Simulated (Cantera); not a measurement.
A closed system holds: 1 mol CHF3, equilibrated at 9200 Pa.

These are equilibrium values from Cantera (NASA tables, ideal gas, pure condensed phases), not measurements of a reactor. Candidate condensed phases: C, C6H6, C7H8, C8H18; 95 gas species. Gases not in the tables: C2F6 and larger saturated fluorocarbons. Rates play no part.

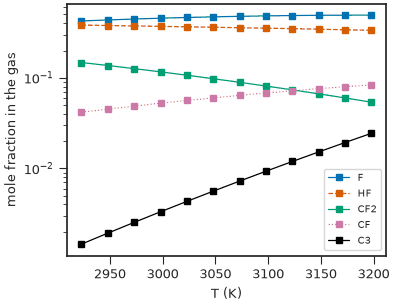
Figure. Equilibrium gas composition (values under 1e-9 drawn at 1e-9)

Question: Read off the mole fractions at 2973 K.

Answer: F about 0.45, HF about 0.37, CF2 about 0.13, CF about 0.049, C3 about 0.0025.
